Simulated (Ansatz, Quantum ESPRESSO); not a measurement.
# Charging Nb(110), 4 layers, one monolayer of N on longbridge sites, part 5 of 6

Wanted: the capacitance of Nb(110), 4 layers, one monolayer of N on longbridge sites by the effective screening medium.

Quantum ESPRESSO 7.5; plane-wave DFT, PBE, GBRV ultrasoft pseudopotentials; geometry by Ansatz 0.2.0 with PAW datasets.

So far. Step 8 (Self-consistent run: charge 0.0462 e): Gauss's law asks for a slope of 180.95 q/A = 1.086 eV/Å in the gap; the run gives 1.086. Step 10 (SCF with pw.x: constant Fermi level -3.0 eV): Gauss's law asks for a slope of 180.95 q/A = -0.714 eV/Å in the gap; the run gives -0.714.

### Step 11. Ground state: constant Fermi level -5.5 eV

File mu1.in:

```
&control
  prefix = 'mu1'
  outdir = './out'
  pseudo_dir = './pseudo'
  calculation = 'scf'
  tprnfor = .true.
/
&system
  ibrav = 0
  nat = 5
  ntyp = 2
  ecutwfc = 40
  ecutrho = 200
  occupations = 'smearing'
  smearing = 'mv'
  degauss = 0.02
  assume_isolated = 'esm'
  esm_bc = 'bc3'
  lgcscf = .true.
  gcscf_mu = -5.5
  gcscf_conv_thr = 0.001
/
&electrons
  conv_thr = 1e-09
  mixing_beta = 0.2
  electron_maxstep = 160
  mixing_mode = 'TF'
  diagonalization = 'rmm-davidson'
  diago_rmm_conv = .false.
  diago_full_acc = .true.
/
ATOMIC_SPECIES
  Nb  92.9064  nb_pbe_v1.uspp.F.UPF
  N   14.0070  n_pbe_v1.2.uspp.F.UPF
CELL_PARAMETERS angstrom
  2.33345237790000 -1.65000000000000 0.00000000000000
  2.33345237790000 1.65000000000000 0.00000000000000
  0.00000000000000 0.00000000000000 25.00035713370000
ATOMIC_POSITIONS crystal
  Nb  0.000000000000 0.000000000000 -0.036299549371
  Nb  0.500000000000 0.500000000000 0.057037212429
  Nb  0.000000000000 0.000000000000 0.149662488472
  Nb  0.500000000000 0.500000000000 0.250285912068
  N   0.000000000000 0.000000000000 0.289359934315
K_POINTS automatic
  10 10 1 0 0 0
```

Launch:

```sh
OMP_NUM_THREADS=1 mpirun -n 2 pw.x -nk 2 -in mu1.in > mu1.out
```

The program printed:

```text
[banner, memory and clock lines left out]
Program PWSCF v.7.5 starts
[...]
Message from routine iosys:
[...]
Message from routine setup:
[...]
number of electrons       =        57.00
     number of Kohn-Sham states=           35
     kinetic-energy cutoff     =      40.0000  Ry
     charge density cutoff     =     200.0000  Ry
[...]
number of k points=    31  Marzari-Vanderbilt smearing, width (Ry)=  0.0200
[...]
Dense  grid:    61977 G-vectors     FFT dimensions: (  25,  25, 216)
[...]
negative rho (up, down):  3.420E-03 0.000E+00
     Starting wfcs are   56 randomized atomic wfcs
[...]
negative rho (up, down):  3.278E-03 0.000E+00
[...]
estimated scf accuracy    <       0.68928324 Ry
[...]
the Fermi energy          =      -6.87870253 eV
[...]
negative rho (up, down):  3.191E-03 0.000E+00
[...]
estimated scf accuracy    <       0.29963070 Ry
[...]
the Fermi energy          =      -7.08689410 eV
[...]
negative rho (up, down):  3.092E-03 0.000E+00
[...]
estimated scf accuracy    <       0.38291971 Ry
[...]
the Fermi energy          =      -4.46273451 eV
[...]
negative rho (up, down):  3.019E-03 0.000E+00
[...]
estimated scf accuracy    <       0.06386621 Ry
[...]
the Fermi energy          =      -6.10489287 eV
[...]
negative rho (up, down):  2.757E-03 0.000E+00
[...]
estimated scf accuracy    <       0.02886262 Ry
[...]
the Fermi energy          =      -5.40490903 eV
[...]
negative rho (up, down):  2.747E-03 0.000E+00
[...]
estimated scf accuracy    <       0.01438509 Ry
[...]
the Fermi energy          =      -5.72677600 eV
[...]
negative rho (up, down):  2.658E-03 0.000E+00
[...]
estimated scf accuracy    <       0.00162943 Ry
[...]
the Fermi energy          =      -5.46863631 eV
[...]
negative rho (up, down):  2.531E-03 0.000E+00
[...]
estimated scf accuracy    <       0.00038781 Ry
[...]
the Fermi energy          =      -5.48909641 eV
[...]
negative rho (up, down):  2.482E-03 0.000E+00
[...]
estimated scf accuracy    <       0.00015235 Ry
[...]
the Fermi energy          =      -5.46431674 eV
[...]
negative rho (up, down):  2.423E-03 0.000E+00
[...]
estimated scf accuracy    <       0.00005286 Ry
[...]
the Fermi energy          =      -5.47400942 eV
[...]
negative rho (up, down):  2.362E-03 0.000E+00
[...]
estimated scf accuracy    <       0.00005633 Ry
[...]
the Fermi energy          =      -5.47477659 eV
[...]
negative rho (up, down):  2.247E-03 0.000E+00
[...]
estimated scf accuracy    <       0.00007278 Ry
[...]
the Fermi energy          =      -5.47508711 eV
[...]
negative rho (up, down):  2.215E-03 0.000E+00
[...]
estimated scf accuracy    <       0.00002118 Ry
[...]
the Fermi energy          =      -5.48070141 eV
[...]
negative rho (up, down):  2.176E-03 0.000E+00
[...]
estimated scf accuracy    <       0.00000632 Ry
[...]
the Fermi energy          =      -5.48243884 eV
[...]
negative rho (up, down):  2.176E-03 0.000E+00
[...]
estimated scf accuracy    <       0.00000517 Ry
[...]
the Fermi energy          =      -5.48536271 eV
[...]
negative rho (up, down):  2.201E-03 0.000E+00
[...]
estimated scf accuracy    <       0.00000211 Ry
[...]
the Fermi energy          =      -5.48655712 eV
[...]
negative rho (up, down):  2.257E-03 0.000E+00
[...]
estimated scf accuracy    <       0.00000146 Ry
[...]
the Fermi energy          =      -5.48902971 eV
[...]
negative rho (up, down):  2.365E-03 0.000E+00
[...]
estimated scf accuracy    <       0.00000125 Ry
[...]
the Fermi energy          =      -5.48948212 eV
[...]
negative rho (up, down):  2.527E-03 0.000E+00
[...]
estimated scf accuracy    <       0.00000171 Ry
[...]
the Fermi energy          =      -5.49299219 eV
[...]
negative rho (up, down):  2.714E-03 0.000E+00
[...]
estimated scf accuracy    <       0.00000040 Ry
[...]
the Fermi energy          =      -5.49329700 eV
[...]
negative rho (up, down):  2.860E-03 0.000E+00
[...]
estimated scf accuracy    <       0.00000032 Ry
[...]
the Fermi energy          =      -5.49545161 eV
[...]
negative rho (up, down):  2.954E-03 0.000E+00
[...]
estimated scf accuracy    <       0.00000017 Ry
[...]
the Fermi energy          =      -5.49633304 eV
[...]
negative rho (up, down):  3.130E-03 0.000E+00
[...]
estimated scf accuracy    <       0.00000015 Ry
[...]
the Fermi energy          =      -5.49730561 eV
[...]
negative rho (up, down):  3.229E-03 0.000E+00
[...]
estimated scf accuracy    <       0.00000014 Ry
[...]
the Fermi energy          =      -5.49781033 eV
[...]
negative rho (up, down):  3.547E-03 0.000E+00
[...]
estimated scf accuracy    <       0.00000011 Ry
[...]
the Fermi energy          =      -5.49852004 eV
[...]
negative rho (up, down):  3.570E-03 0.000E+00
[...]
estimated scf accuracy    <       0.00000013 Ry
[...]
the Fermi energy          =      -5.49993324 eV
[...]
negative rho (up, down):  3.586E-03 0.000E+00
[...]
estimated scf accuracy    <       0.00000005 Ry
[...]
the Fermi energy          =      -5.49981079 eV
[...]
negative rho (up, down):  3.652E-03 0.000E+00
[...]
estimated scf accuracy    <       0.00000003 Ry
[...]
the Fermi energy          =      -5.49982172 eV
[...]
negative rho (up, down):  3.794E-03 0.000E+00
[...]
estimated scf accuracy    <       0.00000003 Ry
[...]
the Fermi energy          =      -5.49990128 eV
[...]
negative rho (up, down):  3.832E-03 0.000E+00
[...]
estimated scf accuracy    <       0.00000001 Ry
[...]
the Fermi energy          =      -5.50017297 eV
[...]
negative rho (up, down):  3.857E-03 0.000E+00
[...]
estimated scf accuracy    <          8.0E-09 Ry
[...]
the Fermi energy          =      -5.50026246 eV
[...]
negative rho (up, down):  3.874E-03 0.000E+00
[...]
estimated scf accuracy    <       0.00000001 Ry
[...]
the Fermi energy          =      -5.50031757 eV
[...]
negative rho (up, down):  3.851E-03 0.000E+00
[...]
estimated scf accuracy    <          4.1E-09 Ry
[...]
the Fermi energy          =      -5.50009991 eV
[...]
negative rho (up, down):  3.862E-03 0.000E+00
[...]
estimated scf accuracy    <          2.0E-09 Ry
[...]
the Fermi energy          =      -5.49995712 eV
[...]
negative rho (up, down):  3.867E-03 0.000E+00
[...]
estimated scf accuracy    <          1.5E-09 Ry
[...]
the Fermi energy          =      -5.49997235 eV
[...]
negative rho (up, down):  3.868E-03 0.000E+00
[...]
the Fermi energy is    -5.4999 ev
!    total energy              =    -491.80240325 Ry
     estimated scf accuracy    <          6.4E-10 Ry
!    total charge of GC-SCF    =      -0.00682453 e
     smearing contrib. (-TS)   =       0.00059479 Ry
     internal energy E=F+TS    =    -491.80299804 Ry
[...]
one-electron contribution =  -43834.30098573 Ry
     hartree contribution      =   21900.33894229 Ry
     xc contribution           =     -78.98074625 Ry
     ewald contribution        =   21521.13703288 Ry
[...]
convergence has been achieved in  36 iterations
     negative rho (up, down):  3.868E-03 0.000E+00
[...]
Total force =     0.013386     Total SCF correction =     0.000226
[...]
```

The job ended after 18 min (2 MPI ranks of Arm Neoverse N1, shared host; peak memory 0.44 GiB).

Numbers from this step:

- Fermi energy: -5.500 eV
- charge found by GC-SCF: -0.006825 e
- vacuum line at the lower end of the cell, over the Fermi level: 4.639 eV
- slope of the potential above: -0.1604 eV/Å
- vacuum line at the upper end of the cell, over the Fermi level: 5.500 eV

Gauss's law asks for a slope of 180.95 q/A = -0.160 eV/Å in the gap; the run gives -0.160.

### Step 12. Ground state: between two electrodes with a field of -0.004 Ry/bohr

bc2 puts electrodes at both ends of the cell; esm_efield times the cell length sets the bias between them, and the slab stays neutral.

File bc2.in:

```
&control
  prefix = 'bc2'
  outdir = './out'
  pseudo_dir = './pseudo'
  calculation = 'scf'
  tprnfor = .true.
/
&system
  ibrav = 0
  nat = 5
  ntyp = 2
  ecutwfc = 40
  ecutrho = 200
  occupations = 'smearing'
  smearing = 'mv'
  degauss = 0.02
  assume_isolated = 'esm'
  esm_bc = 'bc2'
  esm_efield = -0.004
/
&electrons
  conv_thr = 1e-07
  mixing_beta = 0.4
  electron_maxstep = 120
  mixing_mode = 'local-TF'
/
ATOMIC_SPECIES
  Nb  92.9064  nb_pbe_v1.uspp.F.UPF
  N   14.0070  n_pbe_v1.2.uspp.F.UPF
CELL_PARAMETERS angstrom
  2.33345237790000 -1.65000000000000 0.00000000000000
  2.33345237790000 1.65000000000000 0.00000000000000
  0.00000000000000 0.00000000000000 25.00035713370000
ATOMIC_POSITIONS crystal
  Nb  0.000000000000 0.000000000000 -0.162829741843
  Nb  0.500000000000 0.500000000000 -0.069492980043
  Nb  0.000000000000 0.000000000000 0.023132296000
  Nb  0.500000000000 0.500000000000 0.123755719596
  N   0.000000000000 0.000000000000 0.162829741843
K_POINTS automatic
  10 10 1 0 0 0
```

Launch:

```sh
OMP_NUM_THREADS=1 mpirun -n 2 pw.x -nk 2 -in bc2.in > bc2.out
```

The program printed:

```text
[banner, memory and clock lines left out]
Program PWSCF v.7.5 starts
[citation notice left out]

[...]
Message from routine setup:
[...]
bravais-lattice index     =            0
     lattice parameter (alat)  =       5.4006  a.u.
     unit-cell volume          =    1299.1392 (a.u.)^3
     number of atoms/cell      =            5
     number of atomic types    =            2
     number of electrons       =        57.00
     number of Kohn-Sham states=           35
     kinetic-energy cutoff     =      40.0000  Ry
     charge density cutoff     =     200.0000  Ry
     scf convergence threshold =      1.0E-07
     mixing beta               =       0.4000
     number of iterations used =            8  local-TF  mixing
     Exchange-correlation= SLA  PW   PBE  PBE
                           (   1   4   3   4   0   0   0)

     Effective Screening Medium Method
     Boundary Conditions: Metal-Slab-Metal
     total charge in unit cell        =   0.0000
     field strength                   =  -0.0040 Ry/a.u.
     grid points for fit at edges     =        4

[...]
PseudoPot. # 1 for Nb read from file:
     ./pseudo/nb_pbe_v1.uspp.F.UPF
     Pseudo is Ultrasoft + core correction, Zval = 13.0
     Generated by new atomic code, or converted to UPF format
     Using radial grid of  887 points,  6 beta functions with:
                l(1) =   0
                l(2) =   0
                l(3) =   1
                l(4) =   1
                l(5) =   2
                l(6) =   2
     Q(r) pseudized with  6 coefficients,  rinner =    1.000   1.000   1.000
                                                       1.000   1.000

     PseudoPot. # 2 for N  read from file:
     ./pseudo/n_pbe_v1.2.uspp.F.UPF
     Pseudo is Ultrasoft + core correction, Zval =  5.0
     Generated by new atomic code, or converted to UPF format
     Using radial grid of  729 points,  4 beta functions with:
                l(1) =   0
                l(2) =   0
                l(3) =   1
                l(4) =   1
     Q(r) pseudized with  8 coefficients,  rinner =    0.900   0.900   0.900

     atomic species   valence    mass     pseudopotential
     Nb               13.00    92.90640     Nb( 1.00)
     N                 5.00    14.00700     N ( 1.00)

      4 Sym. Ops. (no inversion) found

[...]
number of k points=    31  Marzari-Vanderbilt smearing, width (Ry)=  0.0200
[...]
Dense  grid:    61977 G-vectors     FFT dimensions: (  25,  25, 216)

     Smooth grid:    44403 G-vectors     FFT dimensions: (  24,  24, 192)

     Initial potential from superposition of free atoms

     starting charge      56.9891, renormalised to      57.0000

     negative rho (up, down):  3.419E-03 0.000E+00
     Starting wfcs are   56 randomized atomic wfcs

     per-process dynamical memory:    98.7 Mb

     Self-consistent Calculation

     iteration #  1     ecut=    40.00 Ry     beta= 0.40
     Davidson diagonalization with overlap
     ethr =  1.00E-02,  avg # of iterations =  1.3

     negative rho (up, down):  2.274E-03 0.000E+00

     total energy              =    -491.66049332 Ry
     estimated scf accuracy    <       2.27991070 Ry

     iteration #  2     ecut=    40.00 Ry     beta= 0.40
[...]
negative rho (up, down):  1.532E-03 0.000E+00

[...]
total energy              =    -491.55339144 Ry
     estimated scf accuracy    <       0.71291712 Ry

     iteration #  3     ecut=    40.00 Ry     beta= 0.40
[...]
negative rho (up, down):  1.345E-03 0.000E+00

[...]
total energy              =    -491.77721542 Ry
     estimated scf accuracy    <       0.45152741 Ry

     iteration #  4     ecut=    40.00 Ry     beta= 0.40
[...]
negative rho (up, down):  1.040E-03 0.000E+00

[...]
total energy              =    -491.77925451 Ry
     estimated scf accuracy    <       0.17458530 Ry

     iteration #  5     ecut=    40.00 Ry     beta= 0.40
[...]
negative rho (up, down):  3.716E-04 0.000E+00

[...]
total energy              =    -491.75472108 Ry
     estimated scf accuracy    <       0.11262547 Ry

     iteration #  6     ecut=    40.00 Ry     beta= 0.40
[...]
negative rho (up, down):  3.136E-04 0.000E+00

[...]
total energy              =    -491.77060646 Ry
     estimated scf accuracy    <       0.09990789 Ry

[...]
iteration # 24     ecut=    40.00 Ry     beta= 0.40
[...]
negative rho (up, down):  3.851E-03 0.000E+00

[...]
total energy              =    -491.80193276 Ry
     estimated scf accuracy    <       0.00000088 Ry

     iteration # 25     ecut=    40.00 Ry     beta= 0.40
[...]
negative rho (up, down):  3.833E-03 0.000E+00

[...]
total energy              =    -491.80189868 Ry
     estimated scf accuracy    <       0.00000049 Ry

     iteration # 26     ecut=    40.00 Ry     beta= 0.40
[...]
negative rho (up, down):  3.839E-03 0.000E+00

[...]
total energy              =    -491.80189940 Ry
     estimated scf accuracy    <       0.00000016 Ry

     iteration # 27     ecut=    40.00 Ry     beta= 0.40
[...]
negative rho (up, down):  3.866E-03 0.000E+00

[...]
End of self-consistent calculation

          k = 0.0000 0.0000 0.0000 (  5621 PWs)   bands (ev):

   -61.9260 -61.3956 -61.2587 -61.0810 -38.1604 -37.8232 -37.7316 -37.4209
   -37.4121 -37.0436 -36.8920 -36.8377 -36.7558 -36.6501 -36.6328 -36.5522
   -21.3657 -12.2777 -11.8370 -11.0668 -10.4897 -10.3318  -8.7448  -8.2652
    -8.0994  -7.6197  -7.5911  -7.1418  -6.8386  -6.7723  -6.5264  -5.9231
    -5.5000  -4.1295  -4.0047

          k = 0.0612 0.0866 0.0000 (  5604 PWs)   bands (ev):

   -61.9128 -61.3825 -61.2455 -61.0725 -38.1378 -37.8369 -37.7801 -37.4621
   -37.4259 -37.0919 -36.9809 -36.8042 -36.8008 -36.7161 -36.6700 -36.5909
   -21.2242 -12.0581 -11.6560 -10.8599 -10.3077 -10.1781  -9.3829  -8.2681
    -8.0158  -7.6712  -7.2984  -7.2059  -6.8507  -6.5488  -6.2427  -5.9986
    -5.7637  -4.3440  -4.3070

[...]
the Fermi energy is    -6.7751 ev

!    total energy              =    -491.80187358 Ry
     estimated scf accuracy    <       0.00000006 Ry
     smearing contrib. (-TS)   =       0.00057717 Ry
     internal energy E=F+TS    =    -491.80245074 Ry

     The total energy is F=E-TS. E is the sum of the following terms:
     one-electron contribution =  -25784.83654549 Ry
     hartree contribution      =   12872.94213285 Ry
     xc contribution           =     -78.97483149 Ry
     ewald contribution        =   12499.06679339 Ry

     convergence has been achieved in  27 iterations

     negative rho (up, down):  3.866E-03 0.000E+00

     Forces acting on atoms (cartesian axes, Ry/au):

     atom    1 type  1   force =     0.00000000    0.00000000    0.00978606
     atom    2 type  1   force =     0.00000000    0.00000000   -0.00893559
     atom    3 type  1   force =     0.00000000    0.00000000   -0.00045546
     atom    4 type  1   force =     0.00000000    0.00000000    0.00207898
     atom    5 type  2   force =     0.00000000    0.00000000   -0.00229721

     Total force =     0.013617     Total SCF correction =     0.001324

[...]
```

Elapsed: 5.5 min, on 2 MPI ranks; peak memory 0.47 GiB; 11 min of CPU time.

Read from the output:

```
Fermi energy                                                   : -6.775 eV
slope of the potential below                                   : 0.06982 eV/Å
vacuum line at the lower end of the cell, over the Fermi level : 4.205 eV
slope of the potential above                                   : 0.07040 eV/Å
vacuum line at the upper end of the cell, over the Fermi level : 6.775 eV
```

The potential energy, planar mean oscillates, so the rows of the table below give means over windows of 2.5 Å about each position, cut where the curve ends. Its maxima inside the range that stand out by 2 % of the span (Å: eV): -2.9: -1.14, -0.6: -1.26, 1.9: -0.285. Its minima: -4.0: -31.2, -1.7: -31.1, 0.6: -31.1, 3.1: -32.2.

Electrostatic potential energy of an electron; zero at the Fermi level. The potential energy, planar mean by z; means over each step:

```tsv
z (Å)	potential energy, planar mean (eV)
-12.5	4.25
-10.0	4.38
-7.5	4.46
-5.0	-8.95
-2.5	-14.3
0.0	-13.8
2.5	-13.9
5.0	0.440
7.5	6.42
10.0	6.60
```

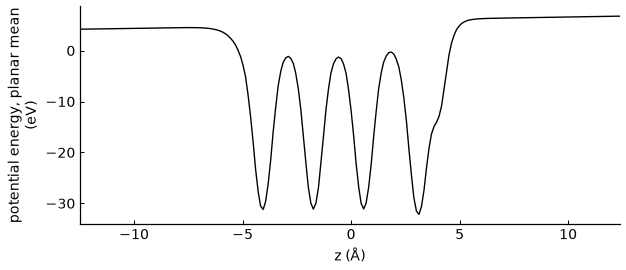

Potential energy, planar mean against z.

The set field of -0.103 V/Å over 25.0 Å is a bias of 2.57 V; the two ends of the cell differ by 2.57 eV. The slope in the vacuum is 0.070 eV/Å in size, less than the set field, because the sheet's own dipole step takes up part of the bias.

(Part 5 of 6 ends here.)

[Logs are printed without paths, hosts, clocks, repeated set-up lines and the standing remarks that a program may print on its own settings, such as how far it seeks lower states.]

[Hosts, paths, dates, database ids (printed as entryN), source tags and the programs' standing remarks are cut or masked in the printed files.]

[Maps of the electrostatic potential energy from Ansatz leave out the sawtooth potential of an applied field or a dipole correction, so their vacuum need not be flat; planar profiles and work functions include it.]
